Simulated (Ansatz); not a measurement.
## Geometry relaxation, with input and output: BSiNH6Cl2O (part 2 of 2)

BSiNH6Cl2O; RKS revPBE/def2-SVP (Ansatz 0.2.0). It belongs to a series of runs on one base structure; here: end point A relaxed.

Geometry of the input (Å):
```
B  0.0156  -0.5658  0.2231
O  -0.2085  -0.5155  1.5932
H  -1.1635  -0.4500  1.7943
Cl 1.6669  -0.9237  -0.3376
Cl -1.3468  -0.5867  -0.9309
N  0.4697  2.1296  0.5267
H  1.4708  2.1681  0.3260
Si -0.5711  3.4880  0.1012
H  -1.3382  3.2326  -1.1714
H  -1.5682  3.6894  1.2158
H  0.2299  4.7522  -0.0979
H  0.3135  1.6302  1.4262
```

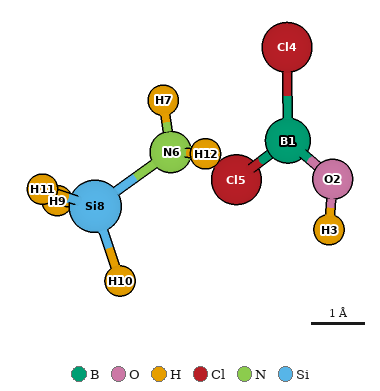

Fig. 1: The geometry at step 11 of the log (ball-and-stick view, seen at a tilt; atoms are numbered from 1 in the order of the input).

**Trajectory as extended XYZ, continued**
```
12
Properties=species:S:1:pos:R:3:forces:R:3 step=6 energy=-37216.99101
B    -0.0384   -0.8289    0.2426    0.0381  -0.0767   0.0156
O    -0.3120   -0.9156    1.5699   -0.0095   0.1385  -0.0111
H    -1.2546   -0.7348    1.7483    0.0126  -0.0876   0.0071
Cl    1.6544   -0.9946   -0.2764   -0.0347  -0.0148   0.0034
Cl   -1.3331   -0.7117   -0.9789    0.0094   0.0519  -0.0112
N     0.4762    2.2931    0.6189    0.0220  -0.0547   0.1552
H     1.3277    2.0805    0.0890   -0.0611   0.0039  -0.0228
Si   -0.5582    3.6228    0.1143    0.0436   0.1017  -0.1009
H    -1.2187    3.2553   -1.1917    0.0144   0.0501   0.0642
H    -1.5858    3.8003    1.2025    0.0049  -0.0341  -0.0436
H     0.1294    4.9649   -0.0911   -0.0587  -0.1001   0.0226
H     0.6831    2.2168    1.6211    0.0190   0.0219  -0.0783
12
Properties=species:S:1:pos:R:3:forces:R:3 step=7 energy=-37216.99244
B    -0.0106   -0.8605    0.2645   -0.0814   0.0903  -0.0019
O    -0.2854   -0.8949    1.5922    0.0043  -0.1520  -0.0053
H    -1.2414   -0.8061    1.7648    0.0104   0.0817   0.0009
Cl    1.6693   -1.1036   -0.2550    0.0255   0.0262   0.0054
Cl   -1.2925   -0.6603   -0.9624    0.0145  -0.0559   0.0127
N     0.4131    2.2816    0.6279    0.0447   0.0607  -0.2003
H     1.1808    2.0189    0.0031    0.1002  -0.0822   0.0214
Si   -0.5530    3.6620    0.1146   -0.1896  -0.0817   0.1723
H    -1.1742    3.3509   -1.2177    0.0554  -0.0254  -0.0443
H    -1.6342    3.7943    1.1513   -0.0406   0.0952   0.0137
H     0.1431    4.9986   -0.0083    0.0497   0.0184   0.0045
H     0.7549    2.2674    1.5934    0.0069   0.0248   0.0209
12
Properties=species:S:1:pos:R:3:forces:R:3 step=8 energy=-37217.00541
B    -0.0258   -0.8482    0.2801    0.0055   0.0322   0.0184
O    -0.3065   -0.9044    1.6059    0.0187  -0.0111   0.0072
H    -1.2552   -0.7624    1.7795   -0.0323  -0.0037   0.0045
Cl    1.6673   -1.0444   -0.2218    0.0112  -0.0075  -0.0136
Cl   -1.3018   -0.6927   -0.9552   -0.0139  -0.0115  -0.0134
N     0.4425    2.2792    0.5785    0.0329  -0.0446   0.0438
H     1.2065    2.0106   -0.0499   -0.0064   0.0178  -0.0065
Si   -0.5625    3.6502    0.1268   -0.0166   0.0027  -0.0236
H    -1.1373    3.3766   -1.2363    0.0114   0.0033   0.0052
H    -1.6644    3.7477    1.1477    0.0000   0.0019   0.0045
H     0.1226    4.9995    0.0686   -0.0024   0.0129   0.0028
H     0.7846    2.2365    1.5445   -0.0083   0.0076  -0.0294
12
Properties=species:S:1:pos:R:3:forces:R:3 step=9 energy=-37217.00620
B    -0.0304   -0.8440    0.2852   -0.0081  -0.0040  -0.0146
O    -0.3048   -0.9055    1.6121   -0.0277   0.0110   0.0203
H    -1.2550   -0.7700    1.7900    0.0286  -0.0100  -0.0074
Cl    1.6587   -1.0417   -0.2309    0.0031   0.0046   0.0034
Cl   -1.3157   -0.6987   -0.9435   -0.0036   0.0017   0.0013
N     0.4479    2.2781    0.5741    0.0124  -0.0145  -0.0089
H     1.2137    2.0219   -0.0576   -0.0038   0.0084   0.0027
Si   -0.5611    3.6490    0.1251   -0.0096   0.0070  -0.0011
H    -1.1109    3.3869   -1.2496    0.0030  -0.0016  -0.0011
H    -1.6777    3.7283    1.1320   -0.0010  -0.0027  -0.0019
H     0.1121    5.0060    0.0934    0.0021  -0.0017   0.0029
H     0.7933    2.2380    1.5382    0.0047   0.0019   0.0044
12
Properties=species:S:1:pos:R:3:forces:R:3 step=10 energy=-37217.00654
B    -0.0403   -0.8396    0.2926   -0.0055   0.0252  -0.0178
O    -0.3086   -0.9017    1.6211   -0.0545   0.0039   0.0068
H    -1.2605   -0.7778    1.8022    0.0670  -0.0123  -0.0152
Cl    1.6478   -1.0219   -0.2345   -0.0109  -0.0103   0.0154
Cl   -1.3334   -0.7022   -0.9301    0.0041  -0.0046   0.0124
N     0.4607    2.2755    0.5637   -0.0102   0.0227  -0.0384
H     1.2273    2.0358   -0.0740   -0.0111   0.0025   0.0118
Si   -0.5599    3.6431    0.1251    0.0073   0.0057  -0.0023
H    -1.0782    3.3951   -1.2648   -0.0044   0.0046   0.0078
H    -1.6953    3.6934    1.1139    0.0101  -0.0074  -0.0138
H     0.0969    5.0100    0.1286   -0.0071  -0.0215   0.0026
H     0.8135    2.2386    1.5247    0.0152  -0.0085   0.0306
12
Properties=species:S:1:pos:R:3:forces:R:3 step=11 energy=-37217.00657
B    -0.0438   -0.8268    0.2962   -0.0035  -0.0392  -0.0133
O    -0.3111   -0.8968    1.6247   -0.0335   0.0251   0.0046
H    -1.2631   -0.7784    1.8065    0.0417  -0.0056  -0.0081
Cl    1.6429   -1.0197   -0.2315   -0.0058   0.0100   0.0100
Cl   -1.3394   -0.6998   -0.9249    0.0032   0.0168   0.0085
N     0.4685    2.2741    0.5555   -0.0343   0.0262   0.1069
H     1.2354    2.0439   -0.0825    0.0456  -0.0151  -0.0343
Si   -0.5601    3.6385    0.1247    0.0057   0.0021  -0.0048
H    -1.0697    3.3994   -1.2702    0.0006   0.0066   0.0113
H    -1.7028    3.6720    1.1060    0.0163  -0.0057  -0.0122
H     0.0904    5.0081    0.1455   -0.0130  -0.0182   0.0008
H     0.8228    2.2339    1.5186   -0.0230  -0.0030  -0.0693
12
Properties=species:S:1:pos:R:3:forces:R:3 step=12 energy=-37217.00687
B    -0.0428   -0.8287    0.2951   -0.0019  -0.0048  -0.0128
O    -0.3102   -0.8955    1.6236   -0.0225   0.0094   0.0048
H    -1.2615   -0.7740    1.8053    0.0271  -0.0042  -0.0050
Cl    1.6442   -1.0207   -0.2315   -0.0054  -0.0006   0.0066
Cl   -1.3374   -0.6922   -0.9259    0.0034   0.0040   0.0070
N     0.4672    2.2729    0.5571   -0.0172   0.0176   0.0340
H     1.2365    2.0420   -0.0791    0.0174  -0.0073  -0.0119
Si   -0.5602    3.6370    0.1239    0.0037   0.0017   0.0006
H    -1.0744    3.3968   -1.2687    0.0011   0.0021   0.0047
H    -1.6995    3.6736    1.1081    0.0062  -0.0056  -0.0058
H     0.0903    5.0059    0.1404   -0.0055  -0.0095   0.0001
H     0.8177    2.2312    1.5202   -0.0065  -0.0028  -0.0224
12
Properties=species:S:1:pos:R:3:forces:R:3 step=13 energy=-37217.00700
B    -0.0440   -0.8235    0.2963   -0.0006   0.0060  -0.0101
O    -0.3101   -0.8897    1.6251   -0.0084   0.0022   0.0036
H    -1.2607   -0.7667    1.8076    0.0102  -0.0010  -0.0012
Cl    1.6421   -1.0204   -0.2313   -0.0041  -0.0039   0.0029
Cl   -1.3396   -0.6812   -0.9229    0.0031  -0.0011   0.0042
N     0.4703    2.2699    0.5539   -0.0036   0.0116  -0.0017
H     1.2424    2.0438   -0.0816   -0.0002  -0.0022   0.0018
Si   -0.5606    3.6320    0.1235    0.0019   0.0003  -0.0003
H    -1.0700    3.3965   -1.2716    0.0011   0.0007   0.0032
H    -1.7027    3.6594    1.1045    0.0030  -0.0036  -0.0033
H     0.0846    5.0030    0.1478   -0.0035  -0.0060   0.0009
H     0.8184    2.2253    1.5172    0.0011  -0.0029  -0.0001
12
Properties=species:S:1:pos:R:3:forces:R:3 step=14 energy=-37217.00717
B    -0.0475   -0.8099    0.2988    0.0028   0.0104  -0.0028
O    -0.3103   -0.8746    1.6286    0.0147  -0.0062   0.0003
H    -1.2595   -0.7490    1.8132   -0.0173   0.0056   0.0051
Cl    1.6358   -1.0207   -0.2320   -0.0026  -0.0046  -0.0032
Cl   -1.3463   -0.6601   -0.9160    0.0021  -0.0050  -0.0013
N     0.4792    2.2635    0.5466    0.0160   0.0042  -0.0328
H     1.2564    2.0492   -0.0877   -0.0198   0.0032   0.0170
Si   -0.5617    3.6201    0.1226   -0.0032   0.0006   0.0007
H    -1.0577    3.3953   -1.2790    0.0026  -0.0003   0.0040
H    -1.7115    3.6242    1.0948    0.0022  -0.0005  -0.0030
H     0.0697    4.9968    0.1678   -0.0028  -0.0046   0.0008
H     0.8234    2.2135    1.5106    0.0054  -0.0026   0.0152
12
Properties=species:S:1:pos:R:3:forces:R:3 step=15 energy=-37217.00728
B    -0.0511   -0.7981    0.3002    0.0070   0.0056   0.0041
O    -0.3106   -0.8598    1.6309    0.0251  -0.0090  -0.0028
H    -1.2587   -0.7310    1.8177   -0.0297   0.0094   0.0078
Cl    1.6293   -1.0233   -0.2342   -0.0033  -0.0022  -0.0060
Cl   -1.3529   -0.6451   -0.9110    0.0005  -0.0045  -0.0052
N     0.4884    2.2590    0.5412    0.0245   0.0009  -0.0361
H     1.2695    2.0550   -0.0919   -0.0269   0.0052   0.0218
Si   -0.5628    3.6094    0.1225   -0.0063   0.0026   0.0015
H    -1.0463    3.3928   -1.2848    0.0034  -0.0001   0.0063
H    -1.7197    3.5930    1.0865    0.0057   0.0010  -0.0056
H     0.0553    4.9915    0.1853   -0.0043  -0.0067   0.0006
H     0.8295    2.2049    1.5061    0.0042  -0.0021   0.0136
12
Properties=species:S:1:pos:R:3:forces:R:3 step=16 energy=-37217.00737
B    -0.0546   -0.7882    0.3005    0.0111  -0.0036   0.0101
O    -0.3108   -0.8449    1.6323    0.0229  -0.0075  -0.0054
H    -1.2578   -0.7109    1.8214   -0.0264   0.0100   0.0063
Cl    1.6226   -1.0288   -0.2379   -0.0065   0.0020  -0.0052
Cl   -1.3593   -0.6340   -0.9074   -0.0012  -0.0015  -0.0070
N     0.4978    2.2559    0.5373    0.0240   0.0008  -0.0274
H     1.2825    2.0615   -0.0943   -0.0259   0.0053   0.0200
Si   -0.5639    3.5993    0.1227   -0.0074   0.0049   0.0028
H    -1.0355    3.3890   -1.2897    0.0034   0.0008   0.0082
H    -1.7273    3.5638    1.0790    0.0106   0.0013  -0.0092
H     0.0403    4.9870    0.2012   -0.0060  -0.0107   0.0001
H     0.8359    2.1984    1.5033    0.0015  -0.0019   0.0066
```

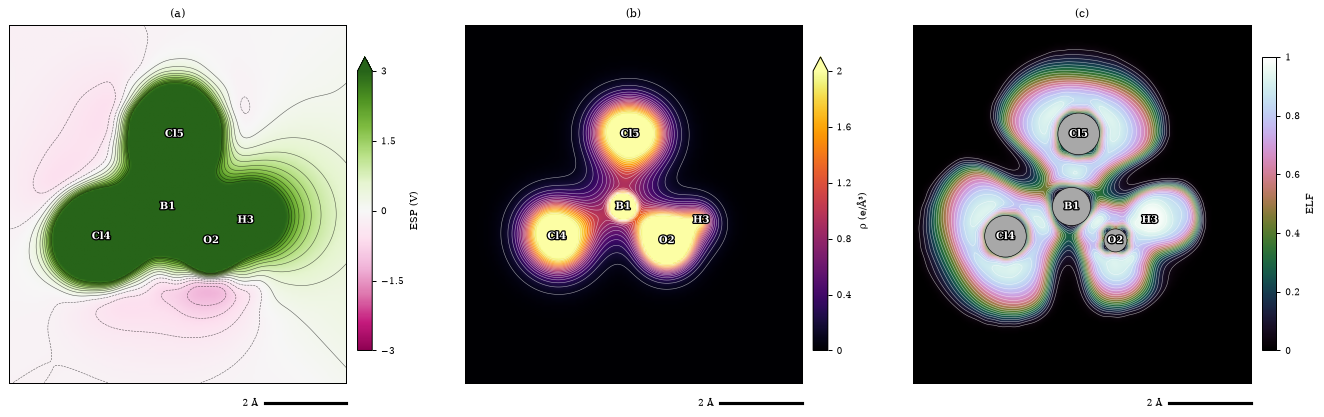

Fig. 2: (a) electrostatic potential; (b) total electron density; (c) electron localisation function on the plane of atoms O2, B1 and Cl5. Grey discs, where drawn, cover atomic cores.

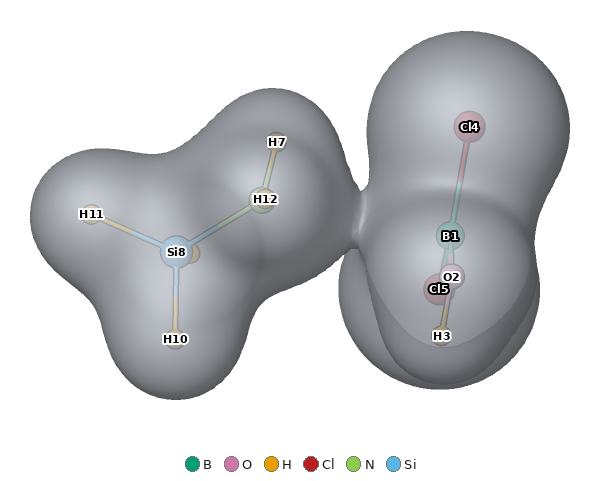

Fig. 3: Isosurface of the electron density at 0.05 e/Å³ (grey), seen face on. At this value the surface is in one piece. On the grid the lowest density along these lines, outside the cores, is 0.06 e/Å³ (B···N, 3.10 Å), 1.5 e/Å³ (B–O, 1.36 Å), 0.82 e/Å³ (Si–N, 1.76 Å) and 0.96 e/Å³ (B–Cl, 1.78 Å).

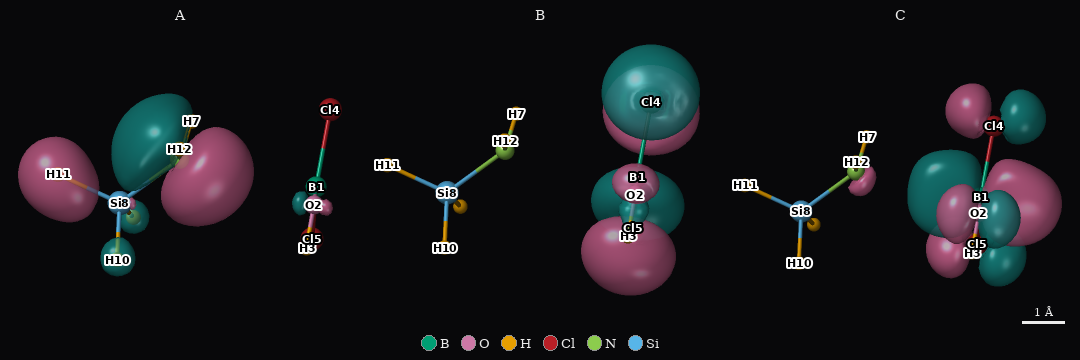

Fig. 4: Three frontier orbitals at ±0.1 Å⁻³ᐟ² (teal and pink are the two phases). B is the HOMO−1 (−7.19 eV). A is the HOMO (−6.01 eV). C is the LUMO (−0.67 eV). Its weight (Hirshfeld) is mainly on B1 (50 %), O2 (15 %), Cl4 (15 %) and Cl5 (15 %). The HOMO–LUMO gap is 5.34 eV between the orbital energies.
